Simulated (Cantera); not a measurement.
A closed system holds: 1 mol trisilylamine, 0.29 mol NH3, 69 mol H2, equilibrated at 0.825 Torr.

Method: chemical equilibrium by Gibbs-energy minimisation in Cantera with the NASA 1993 tables (ideal gas, pure condensed phases). Candidate condensed phases: Si, Si3N4; 18 gas species. The feed counts by its element totals alone. The tables' values for SiN are old estimates; treat these amounts as uncertain. Gases not in the tables: Si2H6 and higher silanes. Kinetics and transport are ignored.

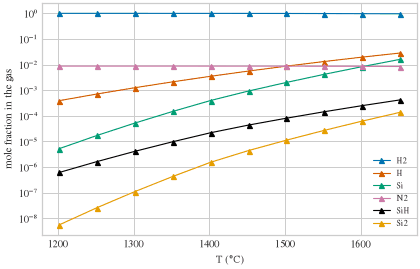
Figure. Equilibrium gas composition (values under 1e-9 drawn at 1e-9)

**Question.** Read off the mole fractions at 1652 °C.

**Answer.** H2 about 0.95, H about 0.028, Si about 0.016, N2 about 0.0084, SiH about 0.00042, Si2 about 0.00014.
